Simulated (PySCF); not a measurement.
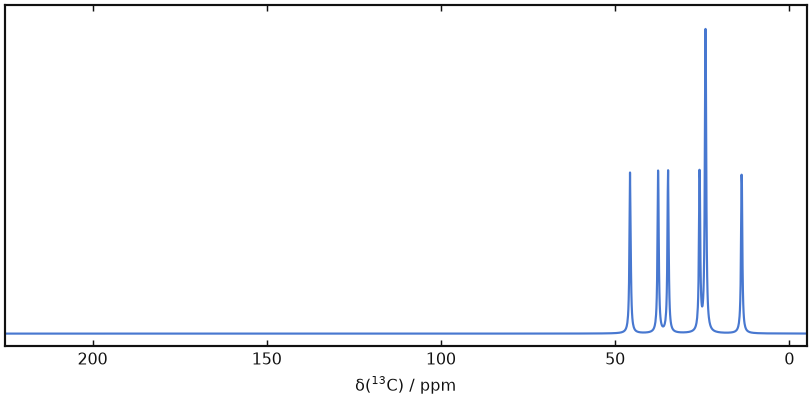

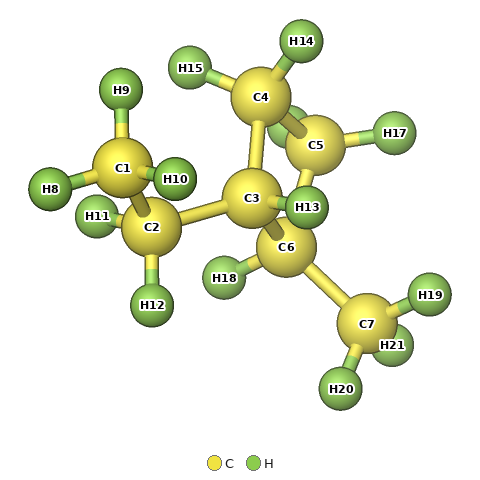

Spectrum and numbered structure of C₇H₁₄, SMILES CC[C@@H]1CC[C@H]1C. GIAO shifts, PBE0/pcSseg-1, PySCF 2.14.0, at a GFN2-xTB geometry (no frequency check), against TMS for ¹³C computed at the same level. Gas phase, fully decoupled, line heights follow the number of nuclei, widths are arbitrary (no quadrupolar broadening); values of one conformer, averaged over methyl-type rotors and exact or near symmetry; other conformers aren't averaged in.

**Which atoms give which ¹³C line?**

```tsv
δ (ppm)	nuclei	atoms
45.7	1	C3
37.6	1	C6
34.8	1	C2
25.7	1	C5
24.1	1	C4
24.0	1	C7
13.7	1	C1
```

The order of signals that lie close, as those under 2 ppm apart, is within the error of the method.

Caveats: the tight-binding geometry is rougher than a DFT one and adds to the error.
